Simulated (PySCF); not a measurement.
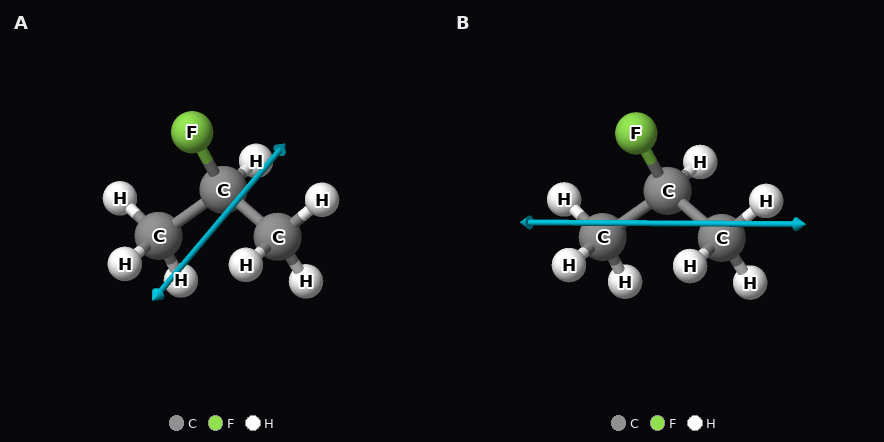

The double arrows show the directions of two transition dipoles from the ground state (lengths mean nothing). The computed structure is the end point of a PBE0-D3(BJ)/def2-SVP optimisation. No frequency run is at hand to confirm it as a minimum. Properties computed with TDDFT PBE0/def2-SVPD, vertical, gas phase, core orbitals frozen in the response (PySCF 2.14.0).

### One belongs to singlet state 7 and one to singlet state 8. Which is which?

A: state 8, 10.21 eV (121 nm), oscillator strength 0.018, mainly HOMO → LUMO+3 (weight 0.56).
B: state 7, 10.07 eV (123 nm), oscillator strength 0.018, mainly HOMO−2 → LUMO (weight 0.93).
